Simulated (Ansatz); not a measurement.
Take PbSe in the rock salt structure (space group Fm-3m, No. 225; a = 6.102 Å) as the base.

One thing is altered: the cell is scaled by 1.0300 in all directions, atoms relaxed at fixed cell.

Level of theory: Ansatz (a first-principles code) PBEsol, scalar-relativistic without spin-orbit coupling.

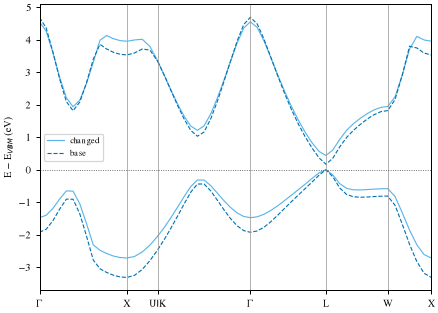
*Highest valence and lowest conduction band along the path, each from its own valence-band maximum*

### Question
From the figure, how large is the changed gap, and is it direct?

### Answer
About 0.4 eV, direct at L.

Spin-orbit coupling, missing from the scalar runs, can matter with Pb. The cells carry an imposed strain or load. No phonon test of stability was made.
